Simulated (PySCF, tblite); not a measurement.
# C₃H₅BO₂: dynamics, then NMR shifts and electronic excitations on frames, part 1 of 2

How do NMR shifts and electronic excitations of C₃H₅BO₂ (`C#CB(O)OC`) change as the atoms move?

Computed with tblite 0.8.0 and PySCF 2.14.0, with density-fitted response routines of our own, on a single molecule in the gas phase. Atoms are numbered from 0 throughout.

## 1. The molecule as given

11 atoms, charge 0, multiplicity 1; geometry from: GFN2-xTB.

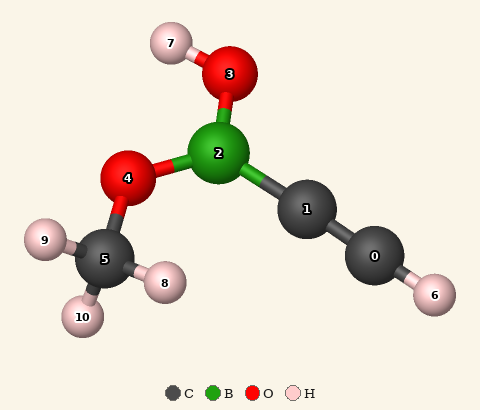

As it starts; carbon dark grey, boron green, oxygen red, hydrogen pink, atoms numbered.

## 2. Dynamics with GFN2-xTB

Job settings and geometry (Å):

```
{"job": {"kind": "md", "xc": "GFN2-xTB", "basis": "xTB", "temperature": 600, "steps": 2000, "every": 50, "frames": 5}, "charge": 0, "multiplicity": 1}
C      2.264046    -0.917404     0.279632
C      1.411657    -0.086248     0.115672
B      0.286207     0.936410    -0.101639
O      0.595408     2.251199    -0.137198
O     -1.020017     0.588207    -0.256995
C     -1.495730    -0.732525    -0.255283
H      3.024468    -1.629766     0.423392
H     -0.163969     2.817779    -0.274833
H     -0.804108    -1.407914     0.254465
H     -2.462294    -0.742811     0.252254
H     -1.630243    -1.074257    -1.285510
```

Level: GFN2-xTB Langevin dynamics, gas phase.

On the command line:

```sh
> OMP_NUM_THREADS=1 python probes_run.py task.json out
```

The driver reads the jobs from task.json and runs them one after another.

Output:

```text
t/fs     T/K      E/eV
    0.0   526.4   -499.02280
   25.0   461.2   -498.65713
   50.0   440.9   -498.27762
   75.0   454.9   -498.47945
  100.0   405.8   -498.54982
  125.0   679.9   -498.60949
  150.0   613.8   -498.28984
  175.0   402.7   -498.24721
  200.0   422.7   -498.33596
  225.0   504.3   -498.45715
  250.0   739.4   -498.54855
  275.0   403.8   -498.36218
  300.0   614.0   -498.58479
  325.0   864.4   -498.64924
  350.0   514.2   -497.99483
  375.0   617.0   -498.25765
  400.0   763.7   -498.66440
  425.0   631.8   -498.50612
  450.0   607.6   -498.53964
  475.0   648.1   -498.51104
  500.0   464.5   -498.27332
  525.0   748.4   -498.67827
  550.0   706.1   -498.48618
  575.0   556.7   -498.42128
  600.0   657.5   -498.45724
  625.0   790.6   -498.61236
  650.0   347.3   -498.24291
  675.0   447.4   -498.18076
  700.0   474.3   -498.20803
  725.0   616.9   -498.60108
  750.0   588.3   -498.32334
  775.0   440.9   -498.22771
  800.0   625.7   -498.43906
  825.0   440.6   -497.94068
  850.0   779.8   -498.22406
  875.0   741.8   -498.06754
  900.0   611.3   -498.36952
  925.0   745.2   -498.42082
  950.0   834.6   -498.36734
  975.0   901.4   -498.21905
 1000.0   989.0   -498.42120
```

Run time: 4.8 s. Hardware: 1 thread of Intel Xeon 6975P-C, shared host; peak memory 0.19 GiB.

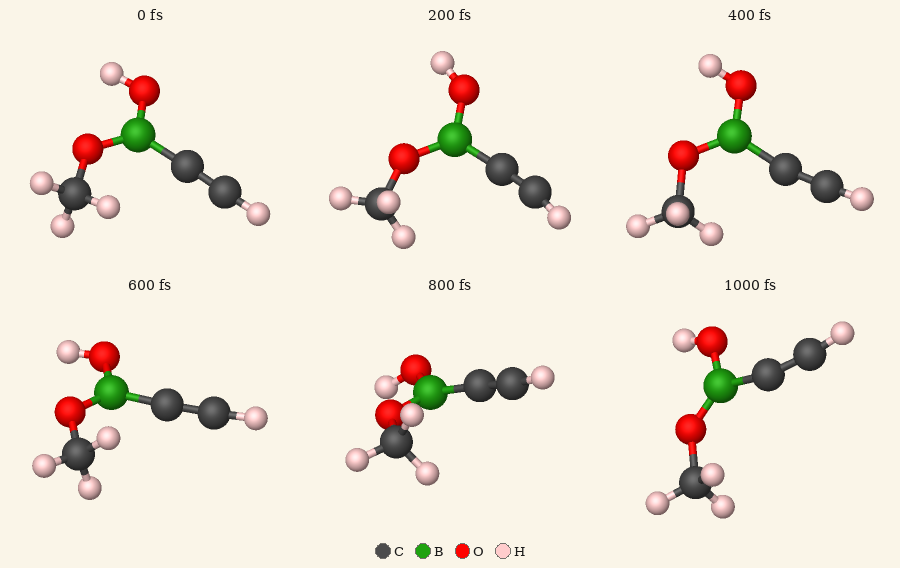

Frames of the run.

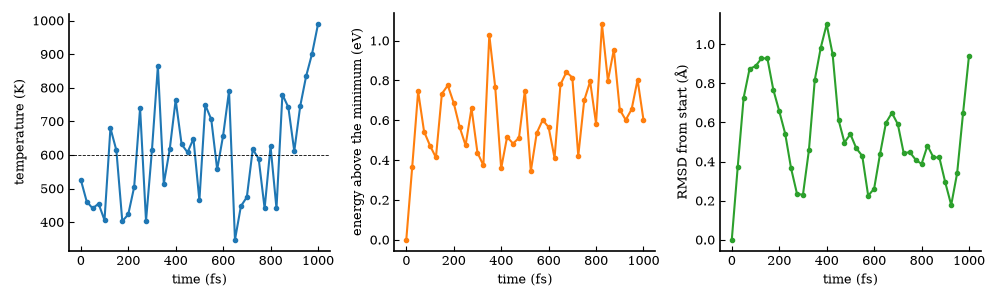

Temperature, potential energy and distance from the start.

Positions (Å) and forces (eV/Å) at 1000 fs:

```xyz
11

C     2.010   -0.372    1.273   -1.961   -0.270   -1.567
C     1.080   -0.539    0.507    1.251   -0.102    0.670
B     0.131   -0.198   -0.655    0.189   -1.008    0.157
O     0.058    1.125   -0.719    1.300   -0.072    1.700
O    -0.529   -0.952   -1.567   -0.173   -1.129   -0.860
C    -0.511   -2.394   -1.762   -0.385    0.899    3.373
H     2.735   -0.145    1.958    0.895   -0.044    0.885
H    -0.491    1.512   -1.327   -1.777    1.165   -2.107
H     0.287   -2.728   -2.362    1.081    0.005   -0.710
H    -0.347   -2.803   -0.675   -0.427    0.106   -1.859
H    -1.444   -2.763   -2.197    0.009    0.448    0.318
```

## 3. Shielding tensors: 250 fs, PBE0/pcSseg-1

Job settings and geometry (Å):

```
{"job": {"kind": "nmr", "xc": "PBE0", "basis": "pcSseg-1", "pop": false}, "charge": 0, "multiplicity": 1}
C      1.804000    -1.681600     0.356800
C      1.121300    -0.711100     0.075300
B      0.042700     0.327100    -0.031400
O      0.365100     1.641200     0.232900
O     -1.288000     0.098700    -0.216400
C     -1.727800    -1.195900    -0.436600
H      2.216400    -2.559000     0.586900
H     -0.347000     2.239800     0.084100
H     -0.801000    -1.855000    -0.579700
H     -2.407200    -1.453200     0.384200
H     -2.449300    -1.232200    -1.363500
```

Level: GIAO PBE0/pcSseg-1 NMR shielding, non-relativistic, gas phase.

Output:

```text
coarse grid: 9616 points
cycle   1  E = -292.0953249849  dE =  8.310e-01  |g| = 8.185e-01  |ddm| = 2.899e+00
cycle   2  E = -291.9691761350  dE =  1.261e-01  |g| = 1.168e+00  |ddm| = 1.196e+00
cycle   3  E = -292.2145785140  dE = -2.454e-01  |g| = 1.343e-01  |ddm| = 7.487e-01
cycle   4  E = -292.2174416971  dE = -2.863e-03  |g| = 8.384e-02  |ddm| = 1.349e-01
cycle   5  E = -292.2190988353  dE = -1.657e-03  |g| = 2.161e-02  |ddm| = 6.243e-02
cycle   6  E = -292.2192146095  dE = -1.158e-04  |g| = 2.611e-03  |ddm| = 1.751e-02
cycle   7  E = -292.2192160912  dE = -1.482e-06  |g| = 5.664e-04  |ddm| = 2.193e-03
final grid: 94112 points
cycle   8  E = -292.2731517489  dE = -2.283e-05  |g| = 8.506e-03  |ddm| = 1.941e-02
cycle   9  E = -292.2731388024  dE =  1.295e-05  |g| = 1.221e-02  |ddm| = 1.125e-02
cycle  10  E = -292.2731651801  dE = -2.638e-05  |g| = 8.116e-04  |ddm| = 6.576e-03
cycle  11  E = -292.2731653183  dE = -1.382e-07  |g| = 2.129e-04  |ddm| = 7.078e-04
cycle  12  E = -292.2731653253  dE = -6.939e-09  |g| = 1.070e-04  |ddm| = 1.761e-04
cycle  13  E = -292.2731653273  dE = -1.996e-09  |g| = 2.038e-05  |ddm| = 6.613e-05
cycle  14  E = -292.2731653273  dE = -7.753e-11  |g| = 5.471e-06  |ddm| = 1.595e-05
converged SCF energy = -292.2731653273

GIAO shielding tensors (ppm)
atom      isotropic    diamagn.    paramagn.     s11        s22        s33       span
  0 C       77.740     260.207    -182.468     -7.137      5.523    234.832    241.969
  1 C       95.678     259.991    -164.313     -5.278      2.458    289.854    295.132
  2 B       79.137     195.812    -116.676     66.860     81.927     88.623     21.763
  3 O      207.493     386.499    -179.006     87.448    256.931    278.099    190.651
  4 O      214.244     395.877    -181.633     40.503    270.723    331.506    291.003
  5 C      123.378     243.828    -120.450     94.027    104.479    171.628     77.602
  6 H       30.806      35.110      -4.303     25.563     26.338     40.517     14.954
  7 H       28.102      32.452      -4.349     22.479     24.654     37.174     14.695
  8 H       25.246      27.275      -2.029     20.573     27.140     28.026      7.453
  9 H       27.221      28.186      -0.965     23.601     25.278     32.784      9.183
 10 H       26.189      25.859       0.330     22.647     24.397     31.522      8.875
```

Wall time 6.2 s (1 thread of Intel Xeon 6975P-C, shared host); peak memory 0.58 GiB.

Shifts follow as δ = σ(reference) − σ, with reference shieldings (ppm) from runs at the same level and on the same kind of geometry: ¹H TMS 31.72, ¹³C TMS 186.9, ¹⁷O H2O 336.1, ¹¹B BF3·OEt2 100.1. The references are single molecules in the gas phase, so shifts against H2O, NH3, PH3, H3PO4 or CFCl3 are not on the usual liquid scales and can be off by tens of ppm. Each atom is listed at this fixed geometry, with no averaging over motion; a spectrum would average atoms that exchange fast.

```csv
atoms,environment,σ (ppm),δ (ppm)
C0,terminal alkyne carbon,77.7,109.2
C1,alkyne carbon,95.7,91.2
C5,methyl carbon bonded to O,123.4,63.5
H8,hydrogen on a methyl carbon bonded to O,25.25,6.47
H10,hydrogen on a methyl carbon bonded to O,26.19,5.53
H9,hydrogen on a methyl carbon bonded to O,27.22,4.50
H7,hydrogen on an oxygen bonded to B,28.10,3.61
H6,hydrogen on a terminal alkyne carbon,30.81,0.91
B2,"boron bonded to C, 2 O",79.1,20.9
O3,"oxygen bonded to B, H",207.5,128.6
O4,"oxygen bonded to C, B",214.2,121.8
```

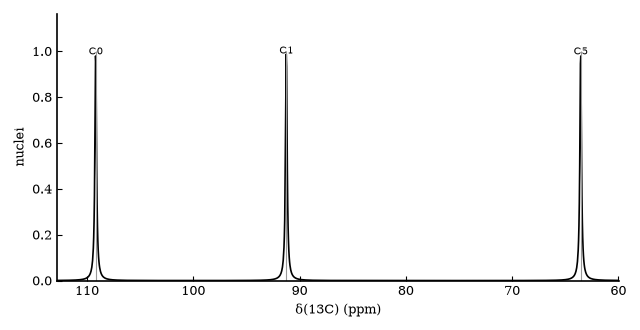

¹³C lines at the computed shifts, without couplings. Lines are broadened to a width of 0.18 ppm (Lorentzian).

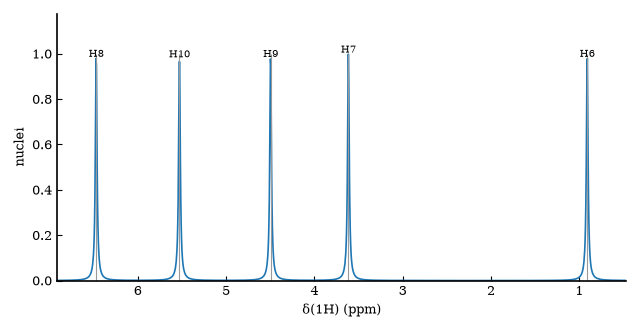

¹H lines at the computed shifts, without couplings. Lines are broadened to a width of 0.02 ppm (Lorentzian).

## 4. Ultraviolet spectrum: 250 fs, PBE0/def2-SVPD

Same as in step 3 but for these lines:

```diff
@@ -1,2 +1,2 @@
-{"job": {"kind": "nmr", "xc": "PBE0", "basis": "pcSseg-1", "pop": false}, "charge": 0, "multiplicity": 1}
+{"job": {"kind": "uv", "xc": "PBE0", "basis": "def2-SVPD", "nstates": 5, "ntriplets": 0}, "charge": 0, "multiplicity": 1}
 C      1.804000    -1.681600     0.356800
```

With the program's defaults for keys left out, this is: TDDFT PBE0/def2-SVPD, vertical, gas phase, core orbitals frozen in the response.

Output:

```text
coarse grid: 9616 points
cycle   1  E = -291.9319537526  dE =  7.822e-01  |g| = 7.764e-01  |ddm| = 7.681e+00
cycle   2  E = -291.7898001644  dE =  1.422e-01  |g| = 1.156e+00  |ddm| = 1.944e+00
cycle   3  E = -292.0462026090  dE = -2.564e-01  |g| = 1.322e-01  |ddm| = 1.167e+00
cycle   4  E = -292.0490161888  dE = -2.814e-03  |g| = 8.579e-02  |ddm| = 2.583e-01
cycle   5  E = -292.0507913209  dE = -1.775e-03  |g| = 2.116e-02  |ddm| = 1.035e-01
cycle   6  E = -292.0509074219  dE = -1.161e-04  |g| = 2.427e-03  |ddm| = 3.664e-02
cycle   7  E = -292.0509088049  dE = -1.383e-06  |g| = 4.423e-04  |ddm| = 6.269e-03
final grid: 94112 points
cycle   8  E = -292.1041735330  dE = -2.323e-05  |g| = 7.908e-03  |ddm| = 8.590e-02
cycle   9  E = -292.1041607692  dE =  1.276e-05  |g| = 1.153e-02  |ddm| = 1.992e-02
cycle  10  E = -292.1041860553  dE = -2.529e-05  |g| = 7.826e-04  |ddm| = 1.109e-02
cycle  11  E = -292.1041861966  dE = -1.412e-07  |g| = 1.959e-04  |ddm| = 1.280e-03
cycle  12  E = -292.1041862025  dE = -5.963e-09  |g| = 1.019e-04  |ddm| = 3.063e-04
cycle  13  E = -292.1041862045  dE = -1.930e-09  |g| = 2.851e-05  |ddm| = 1.242e-04
cycle  14  E = -292.1041862046  dE = -1.535e-10  |g| = 1.483e-05  |ddm| = 4.373e-05
converged SCF energy = -292.1041862046

Static polarisability (au): isotropic 56.496, principal 41.333 57.777 70.379

Singlet excitations
state   eV       nm        f      main configurations
  1   5.5656    222.8   0.00010   H-1->L 0.96
  2   6.1671    201.0   0.03166   H->L 0.40, H-1->L+1 0.30, H-2->L 0.27
  3   6.5910    188.1   0.00118   H-2->L+1 0.49, H->L+1 0.44
  4   6.6738    185.8   0.06867   H->L 0.48, H-2->L 0.47
  5   7.2974    169.9   0.00109   H-3->L 0.98
```

It took 9 s on 1 thread of Intel Xeon 6975P-C, shared host; peak memory 0.72 GiB.

Frontier orbitals and where they lie:

```csv
orbital,eV,atoms
HOMO−3,-9.61,"O4 50 %, C5 19 %, H8 13 %"
HOMO−2,-8.67,"C1 27 %, C0 25 %, O3 23 %"
HOMO−1,-8.49,"C0 43 %, C1 41 %, H6 4 %"
HOMO,-8.44,"O4 35 %, C0 14 %, C1 14 %"
LUMO,-0.86,"C0 30 %, C1 26 %, B2 20 %"
LUMO+1,0.16,"C0 35 %, C1 32 %, H6 10 %"
LUMO+2,0.39,"B2 44 %, O3 11 %, O4 10 %"
```

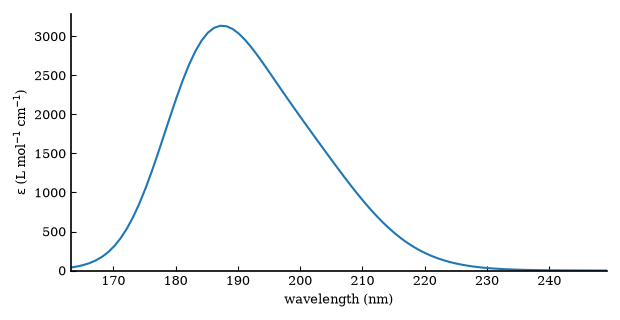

Absorption spectrum: each of the 5 states is a Gaussian band of 0.4 eV half-width at 1/e. Beyond the last state computed it falls off for lack of states.

Ground-state properties from the same run:

```csv
property,computed
dipole moment (D),2.01
polarisability (Å³),8.37
HOMO–LUMO gap (eV),7.58
−ε(HOMO) (eV),8.44
```

## 5. Shielding tensors: 425 fs, PBE0/pcSseg-1

Job settings and geometry (Å):

```
{"job": {"kind": "nmr", "xc": "PBE0", "basis": "pcSseg-1", "pop": false}, "charge": 0, "multiplicity": 1}
C      2.458300    -1.722100     0.452100
C      1.316200    -1.337700     0.372800
B      0.171700    -0.289600     0.248200
O      0.487300     0.927500     0.692700
O     -1.060700    -0.643900    -0.160300
C     -1.204800    -1.983100    -0.560000
H      3.400500    -2.282700     0.331400
H      0.011500     1.663200     0.275100
H     -1.143100    -1.909300    -1.654300
H     -0.421200    -2.567200    -0.224600
H     -2.124800    -2.411100    -0.205200
```

With the program's defaults for keys left out, this is: GIAO PBE0/pcSseg-1 NMR shielding, non-relativistic, gas phase.

Output:

```text
coarse grid: 9616 points
cycle   1  E = -292.0910789598  dE =  8.916e-01  |g| = 8.194e-01  |ddm| = 2.926e+00
cycle   2  E = -291.9853765550  dE =  1.057e-01  |g| = 1.125e+00  |ddm| = 1.274e+00
cycle   3  E = -292.2125372965  dE = -2.272e-01  |g| = 1.381e-01  |ddm| = 7.877e-01
cycle   4  E = -292.2157977475  dE = -3.260e-03  |g| = 7.889e-02  |ddm| = 1.524e-01
cycle   5  E = -292.2172369500  dE = -1.439e-03  |g| = 2.213e-02  |ddm| = 6.091e-02
cycle   6  E = -292.2173565258  dE = -1.196e-04  |g| = 3.078e-03  |ddm| = 1.933e-02
cycle   7  E = -292.2173583488  dE = -1.823e-06  |g| = 1.182e-03  |ddm| = 3.004e-03
final grid: 94112 points
cycle   8  E = -292.2726875379  dE = -3.232e-05  |g| = 1.054e-02  |ddm| = 3.496e-02
cycle   9  E = -292.2726672316  dE =  2.031e-05  |g| = 1.524e-02  |ddm| = 1.548e-02
cycle  10  E = -292.2727075551  dE = -4.032e-05  |g| = 1.181e-03  |ddm| = 9.427e-03
cycle  11  E = -292.2727078320  dE = -2.769e-07  |g| = 3.337e-04  |ddm| = 9.538e-04
cycle  12  E = -292.2727078484  dE = -1.635e-08  |g| = 1.847e-04  |ddm| = 3.148e-04
cycle  13  E = -292.2727078559  dE = -7.531e-09  |g| = 6.059e-05  |ddm| = 1.478e-04
cycle  14  E = -292.2727078567  dE = -7.909e-10  |g| = 1.599e-05  |ddm| = 4.857e-05
converged SCF energy = -292.2727078567

GIAO shielding tensors (ppm)
atom      isotropic    diamagn.    paramagn.     s11        s22        s33       span
  0 C       79.709     261.468    -181.759      0.082      6.995    232.051    231.968
  1 C       92.692     268.366    -175.674    -17.911      3.713    292.273    310.184
  2 B       78.799     195.682    -116.884     60.845     82.575     92.975     32.129
  3 O      222.852     387.804    -164.951    131.828    258.209    278.520    146.693
  4 O      222.253     395.969    -173.716     36.692    295.175    334.891    298.199
  5 C      130.027     243.594    -113.567     95.399    110.700    183.981     88.582
  6 H       27.945      29.864      -1.919     23.511     23.907     36.417     12.906
  7 H       27.659      31.221      -3.562     21.469     23.006     38.502     17.033
  8 H       27.473      27.676      -0.203     23.124     25.442     33.854     10.730
  9 H       28.103      29.869      -1.767     23.816     29.565     30.926      7.111
 10 H       28.314      27.647       0.668     24.494     26.422     34.027      9.534
```

Run time: 5.8 s. Hardware: 1 thread of Intel Xeon 6975P-C, shared host; peak memory 0.61 GiB.

In short: δ C0 107.2, C1 94.2, C5 56.9, B2 21.3, H8 4.24, H7 4.06 ppm.

## 6. Excited states and response: 425 fs, PBE0/def2-SVPD

Same as in step 5 but for these lines:

```diff
@@ -1,2 +1,2 @@
-{"job": {"kind": "nmr", "xc": "PBE0", "basis": "pcSseg-1", "pop": false}, "charge": 0, "multiplicity": 1}
+{"job": {"kind": "uv", "xc": "PBE0", "basis": "def2-SVPD", "nstates": 5, "ntriplets": 0}, "charge": 0, "multiplicity": 1}
 C      2.458300    -1.722100     0.452100
```

Method: TDDFT PBE0/def2-SVPD, vertical, gas phase, core orbitals frozen in the response.

Output:

```text
coarse grid: 9616 points
cycle   1  E = -291.9265532590  dE =  8.445e-01  |g| = 7.785e-01  |ddm| = 6.799e+00
cycle   2  E = -291.8031934395  dE =  1.234e-01  |g| = 1.118e+00  |ddm| = 2.319e+00
cycle   3  E = -292.0433946732  dE = -2.402e-01  |g| = 1.363e-01  |ddm| = 1.199e+00
cycle   4  E = -292.0466580373  dE = -3.263e-03  |g| = 8.036e-02  |ddm| = 3.412e-01
cycle   5  E = -292.0481823353  dE = -1.524e-03  |g| = 2.209e-02  |ddm| = 1.090e-01
cycle   6  E = -292.0483069710  dE = -1.246e-04  |g| = 2.743e-03  |ddm| = 4.228e-02
cycle   7  E = -292.0483086347  dE = -1.664e-06  |g| = 8.359e-04  |ddm| = 7.491e-03
final grid: 94112 points
cycle   8  E = -292.1028319741  dE = -3.460e-05  |g| = 9.552e-03  |ddm| = 1.046e-01
cycle   9  E = -292.1028141029  dE =  1.787e-05  |g| = 1.382e-02  |ddm| = 2.660e-02
cycle  10  E = -292.1028498799  dE = -3.578e-05  |g| = 1.098e-03  |ddm| = 1.419e-02
cycle  11  E = -292.1028501378  dE = -2.580e-07  |g| = 3.021e-04  |ddm| = 1.640e-03
cycle  12  E = -292.1028501511  dE = -1.332e-08  |g| = 1.782e-04  |ddm| = 5.243e-04
cycle  13  E = -292.1028501584  dE = -7.220e-09  |g| = 5.438e-05  |ddm| = 2.258e-04
cycle  14  E = -292.1028501590  dE = -6.496e-10  |g| = 1.710e-05  |ddm| = 9.596e-05
converged SCF energy = -292.1028501590

Static polarisability (au): isotropic 55.484, principal 40.818 55.253 70.381

Singlet excitations
state   eV       nm        f      main configurations
  1   5.6647    218.9   0.00123   H->L 0.95
  2   6.2545    198.2   0.02413   H-1->L 0.64, H->L+2 0.32
  3   6.5970    187.9   0.00670   H-1->L+2 0.88
  4   7.2210    171.7   0.06437   H-2->L 0.89
  5   7.3974    167.6   0.02512   H->L+1 0.90
```

Wall time 9.2 s (1 thread of Intel Xeon 6975P-C, shared host); peak memory 0.73 GiB.

This run: HOMO -8.14 eV, LUMO -0.49 eV; lowest singlet 5.66 eV.

## 7. NMR shieldings: 625 fs, PBE0/pcSseg-1

Job settings and geometry (Å):

```
{"job": {"kind": "nmr", "xc": "PBE0", "basis": "pcSseg-1", "pop": false}, "charge": 0, "multiplicity": 1}
C      3.148300    -1.527400     0.936800
C      2.024900    -1.141300     0.702200
B      0.738900    -0.628500     0.181700
O      0.757800     0.568100    -0.520800
O     -0.387100    -1.333700     0.016700
C     -0.472900    -2.710500     0.419700
H      4.038500    -1.926600     1.257500
H     -0.131600     0.743000    -0.865300
H     -0.534500    -2.702100     1.476500
H     -1.501200    -3.040500     0.063800
H      0.182800    -3.414800    -0.011700
```

With the program's defaults for keys left out, this is: GIAO PBE0/pcSseg-1 NMR shielding, non-relativistic, gas phase.

Output:

```text
coarse grid: 9616 points
cycle   1  E = -292.0938564340  dE =  8.452e-01  |g| = 8.205e-01  |ddm| = 2.896e+00
cycle   2  E = -291.9589977066  dE =  1.349e-01  |g| = 1.184e+00  |ddm| = 1.222e+00
cycle   3  E = -292.2152894325  dE = -2.563e-01  |g| = 1.517e-01  |ddm| = 7.633e-01
cycle   4  E = -292.2194286682  dE = -4.139e-03  |g| = 8.424e-02  |ddm| = 1.486e-01
cycle   5  E = -292.2210598005  dE = -1.631e-03  |g| = 2.327e-02  |ddm| = 6.294e-02
cycle   6  E = -292.2211906939  dE = -1.309e-04  |g| = 3.607e-03  |ddm| = 1.848e-02
cycle   7  E = -292.2211927189  dE = -2.025e-06  |g| = 1.784e-03  |ddm| = 3.127e-03
final grid: 94112 points
cycle   8  E = -292.2761802847  dE = -2.772e-05  |g| = 9.309e-03  |ddm| = 2.180e-02
cycle   9  E = -292.2761650967  dE =  1.519e-05  |g| = 1.318e-02  |ddm| = 1.214e-02
cycle  10  E = -292.2761969582  dE = -3.186e-05  |g| = 9.452e-04  |ddm| = 7.153e-03
cycle  11  E = -292.2761971347  dE = -1.766e-07  |g| = 1.916e-04  |ddm| = 6.912e-04
cycle  12  E = -292.2761971383  dE = -3.593e-09  |g| = 1.463e-04  |ddm| = 2.072e-04
cycle  13  E = -292.2761971434  dE = -5.122e-09  |g| = 3.991e-05  |ddm| = 1.120e-04
cycle  14  E = -292.2761971438  dE = -3.774e-10  |g| = 6.994e-06  |ddm| = 2.985e-05
converged SCF energy = -292.2761971438

GIAO shielding tensors (ppm)
atom      isotropic    diamagn.    paramagn.     s11        s22        s33       span
  0 C       83.218     260.550    -177.333      2.588     11.683    235.382    232.794
  1 C       99.227     258.094    -158.867     -3.149      7.825    293.005    296.153
  2 B       79.096     197.201    -118.105     65.534     77.625     94.130     28.596
  3 O      189.449     389.334    -199.885     66.991    238.403    262.952    195.960
  4 O      221.331     396.594    -175.264     59.255    283.060    321.677    262.422
  5 C      131.198     239.202    -108.005     97.351    109.039    187.203     89.852
  6 H       30.278      33.568      -3.290     25.551     25.783     39.500     13.949
  7 H       27.390      32.690      -5.300     22.179     24.699     35.293     13.114
  8 H       28.222      27.605       0.617     24.658     25.832     34.177      9.519
  9 H       27.155      26.020       1.136     22.861     25.669     32.937     10.076
 10 H       28.417      27.535       0.883     24.731     27.309     33.211      8.480
```

It took 5.8 s on 1 thread of Intel Xeon 6975P-C, shared host; peak memory 0.61 GiB.

Key values: δ C0 103.7, C1 87.7, C5 55.7, B2 21.0, H9 4.56, H7 4.33 ppm.

(Continued in part 2 of 2.)
